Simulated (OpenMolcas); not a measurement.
# Co³⁺ among point charges: CASSCF levels and susceptibility

How does a field of 6 point charges split the states of Co³⁺, and what χT follows?

The numbers are computed with OpenMolcas 26.06 (state-averaged CASSCF, spin-orbit coupling by RASSI with atomic mean-field integrals), except any that are marked as measured or tabulated.

1 further run of the same task is left out (it didn't finish).

## (1) The system

| Quantity | Value |
| --- | --- |
| Species | Co³⁺ (cobalt, Z = 27, 24 electrons) |
| Basis | ANO-RCC-VDZP [5s4p2d1f], 34 functions |
| Scalar Hamiltonian | DKH2, point nucleus |
| Inactive shells | 1s 2s 2p 3s 3p |
| Active space | 6 electrons in 5 orbitals (3d) |
| Some configurations of this space | 3d6 |
| Orbitals | optimised for each spin and parity, averaged over all roots |

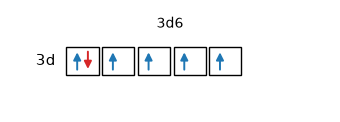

Occupation of the outer shells (arrows by Hund's rule).

The ion sits among 6 point charges of -2.2 e arranged as a tetragonal octahedron (D4h), 1.84 Å from the ion, with the axial distance 1.969 Å. The active orbitals were held to one l.

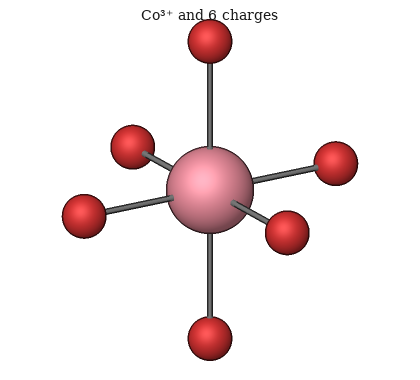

The ion and the point charges (red).

Each step is its own input file, run in one work folder so that later steps find the files of earlier ones. Labels, J, g values, rates, χT and fits are worked out afterwards by a script from the matrices that RASSI stores. The input lists half of the charges; inversion (Group=XYZ) makes the rest.

## (2) Basis and integrals

a.inp

```
&GATEWAY
Coord
1

Co 0.0 0.0 0.0
Basis=ANO-RCC-VDZP
Group=XYZ
NoMove
AngMom=0.0 0.0 0.0
AMFI
XField
3 Angstrom 0
1.840000 0.000000 0.000000 -2.200000
0.000000 1.840000 0.000000 -2.200000
0.000000 0.000000 1.968800 -2.200000
&SEWARD
```

Command:

```bash
$ OMP_NUM_THREADS=1 MOLCAS_MEM=1689 MOLCAS_PROJECT=a pymolcas a.inp > a.log
```

Output:

```text
Basis set label: CO.ANO-RCC...5S4P2D1F.

      Electronic valence basis set:
      ------------------
      Associated Effective Charge  27.000000 au
      Associated Actual Charge     27.000000 au
      Nuclear Model: Point charge

      Shell  nPrim  nBasis  Cartesian Spherical Contaminant
         s      21       5        X
         p      15       4        X
         d      10       2                 X
         f       6       1                 X
                  Relativistic Douglas-Kroll-Hess integrals:
                    - DKH order of Hamiltonian: 2
                    - DKH order of Properties : 0
                  Atomic mean-field integrals
```

## (3) CASSCF: quintets of even parity, 5 roots

a.inp

```
&RASSCF
FileOrb=start.orb
Symmetry=1
Spin=5
nActEl=6 0 0
Inactive=3 6
Ras2=5 0
CIRoot=5 5 1
SDav=5
CIMx=300
Iter=120 100
PrWF=0.3
OrbListing=Nothing
MaxOrb=0
SupSym
1
10 4 5 6 7 8 11 12 13 14 15
0
>>> COPY $Project.JobIph JOB001
```

Command:

```bash
$ OMP_NUM_THREADS=1 MOLCAS_MEM=1689 MOLCAS_PROJECT=a pymolcas a.inp > a.log
```

start.orb holds the contracted functions of the basis, ordered by shell, or the orbitals of the step before.

Output, cut to the lines that bear on the results:

```text
[...]
      Number of active orbitals                  5
[...]
      Spin quantum number                      2.0
[...]
      Active orbitals                            5   0
[...]
      Number of CSFs                             5
      Number of root(s) required                 5
[...]
      Convergence after  9 iterations
[...]
      Natural orbitals and occupation numbers for root  1
      sym 1:   1.000000   2.000000   1.000000   1.000000   1.000000
      Natural orbitals and occupation numbers for root  2
      sym 1:   1.000000   2.000000   1.000000   1.000000   1.000000
      Natural orbitals and occupation numbers for root  3
      sym 1:   2.000000   1.000000   1.000000   1.000000   1.000000
::    RASSCF root number  1 Total energy:  -1401.00398310
::    RASSCF root number  2 Total energy:  -1401.00398310
::    RASSCF root number  3 Total energy:  -1400.99594654
::    RASSCF root number  4 Total energy:  -1400.98309839
::    RASSCF root number  5 Total energy:  -1400.96853632
```

## (4) Reference wave functions, triplets of even parity, 45 roots

a.inp

```
&RASSCF
FileOrb=start.orb
Symmetry=1
Spin=3
nActEl=6 0 0
Inactive=3 6
Ras2=5 0
CIRoot=45 45 1
SDav=45
CIMx=300
Iter=120 100
PrWF=0.3
OrbListing=Nothing
MaxOrb=0
SupSym
1
10 4 5 6 7 8 11 12 13 14 15
0
>>> COPY $Project.JobIph JOB002
```

Output, cut to the lines that bear on the results:

```text
[...]
      Number of active orbitals                  5
[...]
      Spin quantum number                      1.0
[...]
      Active orbitals                            5   0
[...]
      Number of CSFs                            45
      Number of root(s) required                45
[...]
      Convergence after  7 iterations
[...]
      Natural orbitals and occupation numbers for root  1
      sym 1:   1.838149   0.275470   1.797549   0.925649   1.163183
      Natural orbitals and occupation numbers for root  2
      sym 1:   1.838149   0.275470   0.925649   1.163183   1.797549
      Natural orbitals and occupation numbers for root  3
      sym 1:   0.191746   1.031988   1.846054   1.846054   1.084158
::    RASSCF root number  1 Total energy:  -1400.89716475
::    RASSCF root number  2 Total energy:  -1400.89716475
::    RASSCF root number  3 Total energy:  -1400.89357835
[...]
::    RASSCF root number 27 Total energy:  -1400.83204547
::    RASSCF root number 28 Total energy:  -1400.82799017
::    RASSCF root number 29 Total energy:  -1400.82533216
::    RASSCF root number 30 Total energy:  -1400.82533216
```

## (5) Reference wave functions, singlets of even parity, 50 roots

a.inp

```
&RASSCF
FileOrb=start.orb
Symmetry=1
Spin=1
nActEl=6 0 0
Inactive=3 6
Ras2=5 0
CIRoot=50 50 1
SDav=50
CIMx=300
Iter=120 100
PrWF=0.3
OrbListing=Nothing
MaxOrb=0
SupSym
1
10 4 5 6 7 8 11 12 13 14 15
0
>>> COPY $Project.JobIph JOB003
```

Output, cut to the lines that bear on the results:

```text
[...]
      Number of active orbitals                  5
[...]
      Spin quantum number                      0.0
[...]
      Active orbitals                            5   0
[...]
      Number of CSFs                            50
      Number of root(s) required                50
[...]
      Convergence after  7 iterations
[...]
      Natural orbitals and occupation numbers for root  1
      sym 1:   1.910842   0.121191   1.903618   1.910842   0.153506
      Natural orbitals and occupation numbers for root  2
      sym 1:   1.914664   0.269530   1.175601   1.789337   0.850868
      Natural orbitals and occupation numbers for root  3
      sym 1:   1.789337   0.269530   1.914664   1.175601   0.850868
::    RASSCF root number  1 Total energy:  -1400.85518922
::    RASSCF root number  2 Total energy:  -1400.84223248
::    RASSCF root number  3 Total energy:  -1400.84223248
[...]
::    RASSCF root number 27 Total energy:  -1400.75287150
::    RASSCF root number 28 Total energy:  -1400.74551885
::    RASSCF root number 29 Total energy:  -1400.72996413
::    RASSCF root number 30 Total energy:  -1400.72996413
```

## (6) State interaction with spin-orbit coupling

a.inp

```
&RASSI
NrOfJobIphs=3 5 45 50
1 2 3 4 5
1 2 3 4 5 6 7 8 9 10 11 12 13 14 15 16 17 18 19 20 21 22 23 24 25 26 27
28 29 30 31 32 33 34 35 36 37 38 39 40 41 42 43 44 45
1 2 3 4 5 6 7 8 9 10 11 12 13 14 15 16 17 18 19 20 21 22 23 24 25 26 27
28 29 30 31 32 33 34 35 36 37 38 39 40 41 42 43 44 45 46 47 48 49 50
IphNames
JOB001
JOB002
JOB003
EJob
SpinOrbit
DIPRint=1.0
SOCoupling=1000.0
Subsets=2
Property=9
'ANGMOM' 1 'ANGMOM' 2 'ANGMOM' 3 'MLTPL  1' 1 'MLTPL  1' 2 'MLTPL  1' 3
'AMFI' 1 'AMFI' 2 'AMFI' 3
SOProperty=3
'ANGMOM' 1 'ANGMOM' 2 'ANGMOM' 3
```

Output:

```text
SPIN-FREE ENERGIES:
  (Shifted by EMIN (a.u.) =      -1401.0039830970)

 SF State       Relative EMIN(au)   Rel lowest level(eV)    D:o, cm**(-1)      L_eff

     1             0.0000000000        0.0000000000              0.0000         2.0
     2             0.0000000000        0.0000000000              0.0000         2.0
     3             0.0080365593        0.2186859179           1763.8209         2.0
     4             0.0208847048        0.5683017688           4583.6629         2.0
     5             0.0354467730        0.9645558311           7779.6674         2.0
     6             0.1068183502        2.9066753850          23443.9180         4.3
     7             0.1068183502        2.9066753850          23443.9180         4.3
     8             0.1104047504        3.0042663073          24231.0419         4.3
     9             0.1158199695        3.1516219243          25419.5451         4.6
    10             0.1183614770        3.2207798682          25977.3415         4.8
    11             0.1183614770        3.2207798682          25977.3415         4.8
    12             0.1239219534        3.3720881370          27197.7250         4.4
    13             0.1245531605        3.3892641576          27336.2590         4.4
    14             0.1245531605        3.3892641576          27336.2590         4.4
    15             0.1318022878        3.5865229605          28927.2585         4.8
    16             0.1346361650        3.6636366886          29549.2227         4.9
    17             0.1392828248        3.7900787423          30569.0466         3.1
    18             0.1392828248        3.7900787423          30569.0466         3.1
    19             0.1396425499        3.7998673605          30647.9972         2.6
    20             0.1417320058        3.8567243526          31106.5797         4.0
    21             0.1453771829        3.9559146741          31906.6036         3.6
    22             0.1453771829        3.9559146741          31906.6036         3.6
    51             0.1487938723        4.0488875314          32656.4803         5.1
    23             0.1516296975        4.1260542650          33278.8720         3.1
    25             0.1517892942        4.1303971136          33313.8994         3.9
    24             0.1517892942        4.1303971136          33313.8994         3.9
    27             0.1552028731        4.2232853261          34063.0934         3.6
    26             0.1552028731        4.2232853261          34063.0934         3.6
    28             0.1553193593        4.2264550782          34088.6591         3.4
    29             0.1591380253        4.3303662730          34926.7594         4.1
    30             0.1608231147        4.3762198910          35296.5938         4.0
    52             0.1617506211        4.4014586272          35500.1579         5.4
    53             0.1617506211        4.4014586272          35500.1579         5.4
    54             0.1638872459        4.4595991497          35969.0929         5.5
    31             0.1666347621        4.5343628748          36572.1030         4.1
    32             0.1719376235        4.6786610829          37735.9465         4.0
    55             0.1757089659        4.7812845371          38563.6605         5.9
    56             0.1757089659        4.7812845371          38563.6605         5.9
    33             0.1759929267        4.7890115038          38625.9827         3.5
    57             0.1777382607        4.8365044632          39009.0393         5.9
Eigenvalues of complex Hamiltonian:
   -----------------------------------
  (Shifted by EMIN (a.u.) =      -1401.0039830970)

 SO State       Relative EMIN(au)   Rel lowest level(eV)    D:o, cm**(-1)     J-value

     1            -0.0017184733        0.0000000000              0.0000         2.4
     2            -0.0017184733        0.0000000000              0.0000         2.4
     3            -0.0013680723        0.0095348966             76.9041         3.1
     4            -0.0011428747        0.0156628346            126.3293         2.9
     5            -0.0006552060        0.0289329786            233.3602         3.2
     6            -0.0006552060        0.0289329786            233.3602         3.2
     7            -0.0001401250        0.0429490462            346.4074         3.1
     8             0.0004124205        0.0579845731            467.6771         2.8
     9             0.0010854236        0.0762979226            615.3842         2.3
    10             0.0010854236        0.0762979226            615.3842         2.3
    11             0.0075748370        0.2528838552           2039.6458         1.5
    12             0.0075829533        0.2531047125           2041.4272         1.4
    13             0.0080429904        0.2656229588           2142.3936         1.9
    14             0.0080429904        0.2656229588           2142.3936         1.9
    15             0.0081922657        0.2696849467           2175.1558         2.1
    16             0.0208530504        0.6142024509           4953.8769         2.2
    17             0.0208546006        0.6142446317           4954.2171         2.2
    18             0.0210195845        0.6187340737           4990.4269         2.5
    19             0.0210195845        0.6187340737           4990.4269         2.5
    20             0.0210734267        0.6201991934           5002.2438         2.6
    21             0.0353502407        1.0086910942           8135.6423         2.3
    22             0.0353936965        1.0098735870           8145.1798         2.1
    23             0.0353936965        1.0098735870           8145.1798         2.1
    24             0.0355223466        1.0133743341           8173.4152         1.5
    25             0.0355224010        1.0133758144           8173.4272         1.5
    26             0.1049711417        2.9031723212          23415.6639         2.7
    27             0.1052377141        2.9104261264          23474.1698         2.5
    28             0.1062966969        2.9392425166          23706.5897         3.1
    29             0.1062966969        2.9392425166          23706.5897         3.1
    30             0.1068453869        2.9541731316          23827.0132         3.2
    31             0.1080250164        2.9862724861          24085.9119         2.8
    32             0.1096859909        3.0314699048          24450.4537         4.4
    33             0.1102928760        3.0479840891          24583.6496         4.4
    34             0.1102928760        3.0479840891          24583.6496         4.4
    35             0.1153005345        3.1842494198          25682.7036         4.3
    36             0.1153005345        3.1842494198          25682.7036         4.3
    37             0.1153192274        3.1847580793          25686.8062         4.7
    38             0.1178501051        3.2536267699          26242.2697         4.0
    39             0.1180079183        3.2579210858          26276.9057         4.1
    40             0.1180079183        3.2579210858          26276.9057         4.1
    41             0.1180228171        3.2583265028          26280.1756         4.0
Weights of the five most important spin-orbit-free states for each spin-orbit state.

 SO State  Total energy (au)           Spin-free states, spin, and weights
 -------------------------------------------------------------------------------------------------------
    1        -0.001718       2 2.0  0.4946    1 2.0  0.4889    3 2.0  0.0144    5 2.0  0.0009   23 1.0  0.0005
    2        -0.001718       1 2.0  0.4946    2 2.0  0.4889    3 2.0  0.0144    5 2.0  0.0009   23 1.0  0.0005
    3        -0.001368       1 2.0  0.4796    2 2.0  0.4796    3 2.0  0.0332    4 2.0  0.0062   23 1.0  0.0006
    4        -0.001143       1 2.0  0.4948    2 2.0  0.4948    4 2.0  0.0065    5 2.0  0.0024   28 1.0  0.0002
    5        -0.000655       2 2.0  0.9672    3 2.0  0.0141    4 2.0  0.0118    1 2.0  0.0042    5 2.0  0.0010
    6        -0.000655       1 2.0  0.9672    3 2.0  0.0141    4 2.0  0.0118    2 2.0  0.0042    5 2.0  0.0010
    7        -0.000140       2 2.0  0.4826    1 2.0  0.4826    4 2.0  0.0205    3 2.0  0.0122    8 1.0  0.0005
    8         0.000412       2 2.0  0.4923    1 2.0  0.4923    3 2.0  0.0141    5 2.0  0.0003   39 1.0  0.0001
    9         0.001085       2 2.0  0.4965    1 2.0  0.4965    4 2.0  0.0053    3 2.0  0.0004    8 1.0  0.0004
   10         0.001085       1 2.0  0.4965    2 2.0  0.4965    4 2.0  0.0053    3 2.0  0.0004    8 1.0  0.0004
   11         0.007575       3 2.0  0.9750    5 2.0  0.0115    2 2.0  0.0055    1 2.0  0.0055    4 2.0  0.0005
   12         0.007583       3 2.0  0.9731    5 2.0  0.0115    1 2.0  0.0067    2 2.0  0.0067   18 1.0  0.0003
```

These steps: 21 s of run time, 1 thread, shared host.

States without spin-orbit coupling:

```tsv
state	degeneracy	E (cm-1)	free-ion L (%)
5E	2	0	D (100)
5B2	1	1764	D (100)
5A1	1	4584	D (100)
5B1	1	7780	D (100)
3E	2	23444	H (68)
3A2	1	24231	H (69)
3B2	1	25420	H (74)
3E	2	25977	H (87)
3A2	1	27198	H (67)
3E	2	27336	H (64)
3B1	1	28927	H (77)
3A1	1	29549	H (95)
3E	2	30569	P (45)
3A2	1	30648	P (67)
3B2	1	31107	G (49)
3E	2	31907	G (38)
1A1	1	32656	I (51)
3B1	1	33279	F (92)
3E	2	33314	F (41)
3E	2	34063	F (52)
3B2	1	34089	F (62)
3A2	1	34927	H (44)
3A1	1	35297	G (95)
1E	2	35500	I (68)
```

With spin-orbit coupling:

| E (cm-1) | Degeneracy | Label | 2S+1 | g |
| --- | --- | --- | --- | --- |
| 0.0 | 2 | E | 5 | 0.00 0.00 9.86 |
| 76.9 | 1 | B2 | 5 |  |
| 126.3 | 1 | B1 | 5 |  |
| 233.4 | 2 | E | 5 | 0.00 0.00 1.92 |
| 346.4 | 1 | A1 | 5 |  |
| 467.7 | 1 | A2 | 5 |  |
| 615.4 | 2 | E | 5 | 0.00 0.00 5.92 |
| 2040 | 1 | A1 | 5 |  |
| 2041 | 1 | A2 | 5 |  |
| 2142 | 2 | E | 5 | 0.00 0.00 4.40 |
| 2175 | 1 | B2 | 5 |  |
| 4954 | 1 | B1 | 5 |  |
| 4954 | 1 | B2 | 5 |  |
| 4990 | 2 | E | 5 | 0.00 0.00 4.00 |
| 5002 | 1 | A1 | 5 |  |
| 8136 | 1 | B1 | 5 |  |
| 8145 | 2 | E | 5 | 0.00 0.00 3.58 |
| 8173 | 2 |  | 5 | 0.00 0.00 7.17 |
| 23416 | 1 | B1 | 3 |  |
| 23474 | 1 | B2 | 3 |  |
| 23707 | 2 | E | 3 | 0.00 0.00 4.53 |
| 23827 | 1 | A1 | 3 |  |
| 24086 | 1 | A2 | 3 |  |
| 24450 | 1 | A1 | 3 |  |

The table of states holds 24 of 76 computed; the rest, higher up, is left out. Principal g values are given for doublets only; a zero marks a field direction without first-order Zeeman splitting.

Powder χT (cm³ K/mol): 3.08 at 2 K, 3.14 at 5 K, 3.24 at 10 K, 3.42 at 20 K, 3.79 at 50 K, 4.01 at 100 K, 4.07 at 150 K, 4.08 at 200 K, 4.08 at 250 K, 4.06 at 300 K.

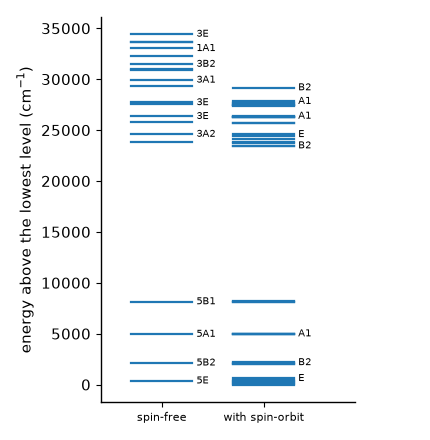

The states in the field without (left) and with (right) spin-orbit coupling.

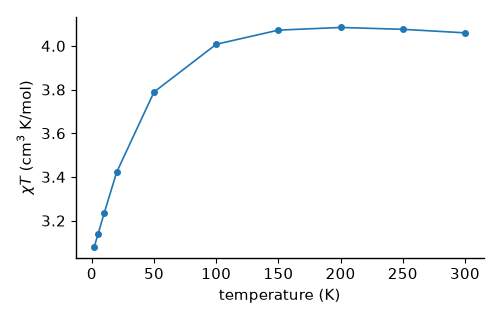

χT against temperature.

## (7) Results

```
                                            quantity                           value
                                              method                          CASSCF
                              spin-free ground state  5E, 2-fold in its orbital part
first state of the same spin within the active space                5B2 at 1760 cm⁻¹
                                        lowest level  2-fold E, g = 0.00, 0.00, 9.86
                                          next level                       76.9 cm⁻¹
                                         χT at 300 K                  4.06 cm³ K/mol
                           effective moment at 300 K                         5.70 μB
```

What this shows: The spin-free ground state (5E) comes to 100 % from free-ion D terms and keeps the highest spin of the shell. χT at 300 K is 4.06, against 3.01 cm³ K/mol for the spin alone, so orbital moment adds to it. An active space of the d shell alone favours high spin; real ions in strong fields can be low spin. The field of point charges can differ much from that of real complexes. With metal d orbitals alone active, the gaps between spin states are rough; where two lie within a few thousand cm-1, their order is open. Point charges carry no covalency, so the field is a model and not that of real ligands.
